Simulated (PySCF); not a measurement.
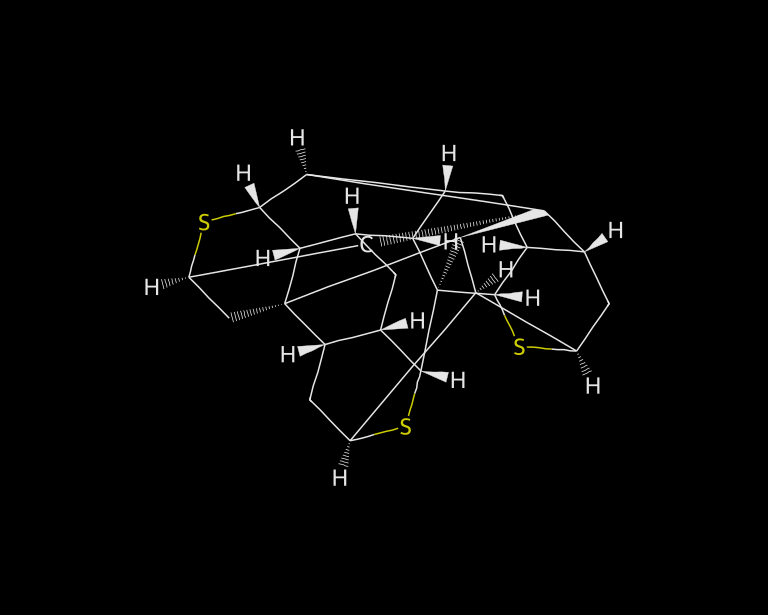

Simulated data, not a measurement (program: PySCF).

Skeletal drawing of a molecule.

Give its SMILES.

C1[C@@H]2[C@H]3[C@@H]4S[C@H]5C[C@]67[C@@H]4[C@@H]4C[C@@H]8[C@H]6C[C@H]6S[C@@H]8[C@]8([C@H]24)[C@@H]2S[C@H]4C[C@@H]([C@H]12)[C@]3(C5)[C@@]78[C@H]46

What is the molecular formula?

C26H28S3.

An optimisation with GFN2-xTB gave a structure of which point group?

Cs.
